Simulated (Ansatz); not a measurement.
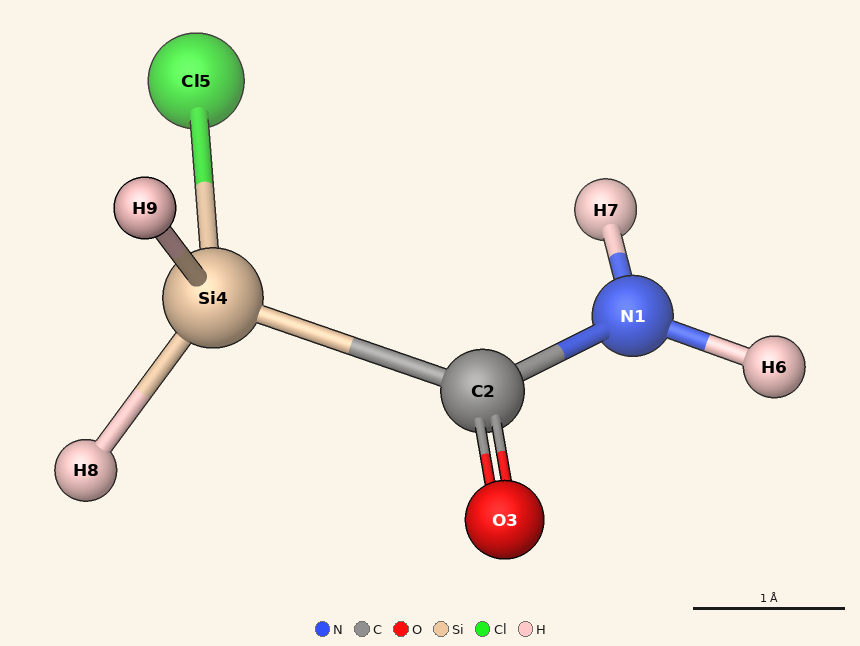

Orthographic view. Depth is shown by fading: the farther an atom, the more it takes the colour of the background. Computed geometry: PBE0-D4/def2-TZVP optimisation. No frequency run is at hand to confirm it as a minimum.

Write a Z-matrix (Å, degrees) in the order of the atom numbers, with these reference atoms: 2 to 1; 3 to 2, 1; 4 to 2, 3, 1; 5 to 4, 2, 3; 6 to 1, 2, 3; 7 to 1, 6, 2; 8 to 4, 2, 3; 9 to 4, 8, 2.

```
N  
C    1   1.346
O    2   1.218   1   124.3
Si   2   1.908   3   115.0   1   180.0
Cl   4   2.068   2   111.2   3  -179.9
H    1   1.008   2   119.5   3     0.0
H    1   1.005   6   119.6   2   180.0
H    4   1.478   2   108.5   3   -60.7
H    4   1.478   8   111.7   2  -119.5
```
